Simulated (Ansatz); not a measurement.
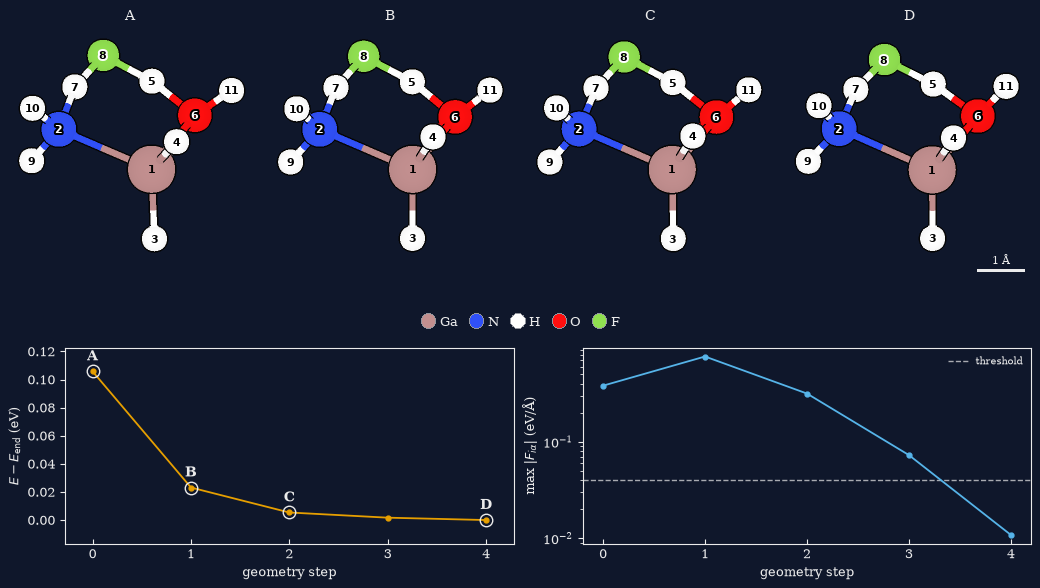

Frames of a constrained relaxation of GaNH7OF, marked on the history of the run. Style: ball-and-stick. Shown from a free direction.

The reaction that was planned forms Ga1–O6, H5–F8, N2–H7 and breaks Ga1–N2, H5–O6, H7–F8 (atoms numbered from 1 in input order).

Level of theory: RKS PBE0-D4/def2-SVP (Ansatz).

Input file:
```yaml
crystal:
  periodic: [false, false, false]
  atoms:
    - {symbol: Ga, position_ang: [-1.188000, 0.298500, -0.732900]}
    - {symbol: N, position_ang: [0.992700, 0.839500, -0.582200]}
    - {symbol: H, position_ang: [-1.456700, -0.394100, -2.085300]}
    - {symbol: H, position_ang: [-2.122800, 1.342500, -0.071900]}
    - {symbol: H, position_ang: [0.354700, -1.111600, 1.165600]}
    - {symbol: O, position_ang: [-0.844200, -1.261100, 0.770700]}
    - {symbol: H, position_ang: [1.410100, 0.094300, 0.445100]}
    - {symbol: F, position_ang: [1.478600, -0.718000, 1.335300]}
    - {symbol: H, position_ang: [1.530300, 0.529900, -1.386200]}
    - {symbol: H, position_ang: [1.235500, 1.806100, -0.395800]}
    - {symbol: H, position_ang: [-1.390100, -1.425900, 1.537500]}
basis:
  gaussian: {orbitals: def2-SVP}
hamiltonian: {xc: pbe0, dispersion: d4}
relax: {f_tol: 0.04, max_steps: 150, escape_saddle: false, constraints: [{distance: [0, 5]}, {distance: [4, 7]}, {distance: [1, 6]}, {distance: [0, 1]}, {distance: [4, 5]}, {distance: [6, 7]}]}
```

Run as
```bash
ansatz run in.yaml --threads 8 --pin off --events-out ev --progress --plain --max-ram 19148MiB
```

**What happens along the run?**

Over 4 geometry steps the energy falls by 0.106 eV. The largest force component goes from 0.38 to 0.011 eV/Å. H11 moves most after the best rigid fit: 0.31 Å. Largest moves by element: H 0.31 Å, F 0.12 Å, O 0.08 Å, Ga 0.07 Å, N 0.02 Å. Near-neighbour distances that change, for instance: Ga1–H4 1.549 → 1.563 Å, Ga1–H3 1.543 → 1.556 Å, O6–H11 0.956 → 0.964 Å, N2–H10 1.014 → 1.019 Å. Bond angles that change, for instance: Ga1–O6–H11 125.7° → 109.5°, H3–Ga1–H4 124.8° → 133.4°, N2–Ga1–H4 113.2° → 106.9°. The run took 6 s on 8 threads of Intel Xeon Platinum 8375C @ 2.90GHz (shared host). From step 0 to 1: H11 moves most (0.15 Å), energy −0.083 eV. From step 1 to 2: H11 moves most (0.06 Å), energy −0.018 eV. From step 2 to 4: H11 moves most (0.12 Å), energy −0.005 eV.

| step | E − E(0), eV | largest force component, eV/Å |
| --- | --- | --- |
| 0 | 0.0000 | 0.3823 |
| 1 | -0.0827 | 0.7666 |
| 2 | -0.1004 | 0.3169 |
| 3 | -0.1041 | 0.0731 |
| 4 | -0.1058 | 0.0109 |
